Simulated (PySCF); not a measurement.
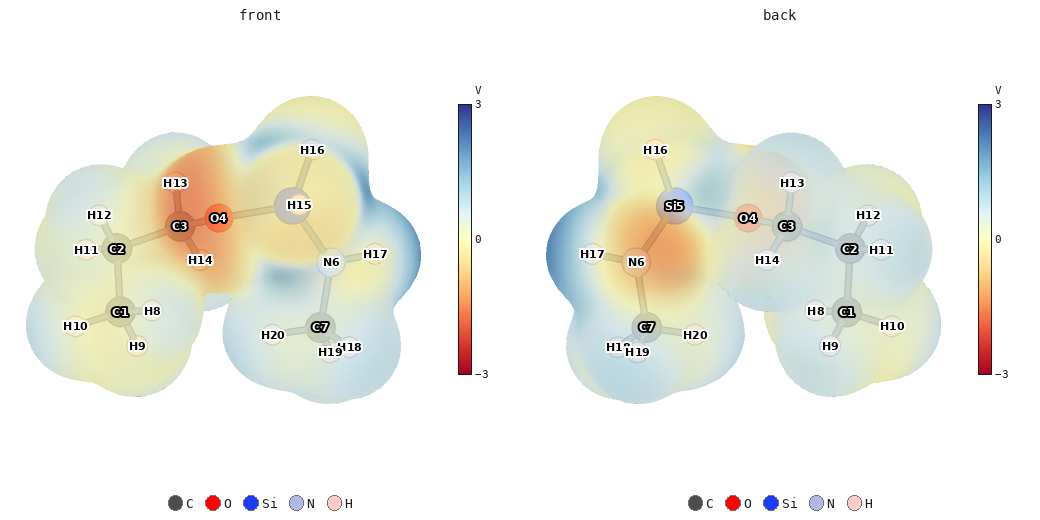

Figure. C₄H₁₃NOSi (SMILES CCCO[SiH2]NC). The molecular electrostatic potential painted on the density surface at 0.004 e/bohr³, seen from the front and from behind; red is negative and blue positive.

Geometry: GFN2-xTB.

Computed with PBE0/pcSseg-1, SCF density, gas phase, non-relativistic (PySCF 2.14.0).

```yaml
atoms:
  - { symbol: C, position_ang: [-1.9826, -0.0863, 1.3250] }
  - { symbol: C, position_ang: [-2.2755, -0.4672, -0.1210] }
  - { symbol: C, position_ang: [-0.9946, -0.5936, -0.9423] }
  - { symbol: O, position_ang: [-0.3625, 0.6520, -1.0318] }
  - { symbol: Si, position_ang: [1.1172, 1.0118, -1.5772] }
  - { symbol: N, position_ang: [2.3100, 0.0728, -0.7582] }
  - { symbol: C, position_ang: [2.3773, -0.0544, 0.6807] }
  - { symbol: H, position_ang: [-1.4410, 0.8557, 1.3551] }
  - { symbol: H, position_ang: [-1.3768, -0.8516, 1.8066] }
  - { symbol: H, position_ang: [-2.9079, 0.0257, 1.8854] }
  - { symbol: H, position_ang: [-2.8088, -1.4193, -0.1587] }
  - { symbol: H, position_ang: [-2.9036, 0.2984, -0.5794] }
  - { symbol: H, position_ang: [-1.2319, -0.9500, -1.9530] }
  - { symbol: H, position_ang: [-0.3202, -1.3232, -0.4783] }
  - { symbol: H, position_ang: [1.0638, 2.4467, -1.3101] }
  - { symbol: H, position_ang: [1.3452, 0.6549, -2.9788] }
  - { symbol: H, position_ang: [3.2281, 0.0195, -1.1728] }
  - { symbol: H, position_ang: [2.9752, 0.7373, 1.1467] }
  - { symbol: H, position_ang: [2.8137, -1.0193, 0.9533] }
  - { symbol: H, position_ang: [1.3699, 0.0009, 1.0866] }
```

Q: Describe the electrostatic potential map.

A: The most negative region (about −1.6 V, or −37 kcal/mol for a unit charge) lies over O4, the most positive (about +2.0 V, or +46 kcal/mol for a unit charge) over H17. O4 is the likeliest acceptor of a hydrogen bond.
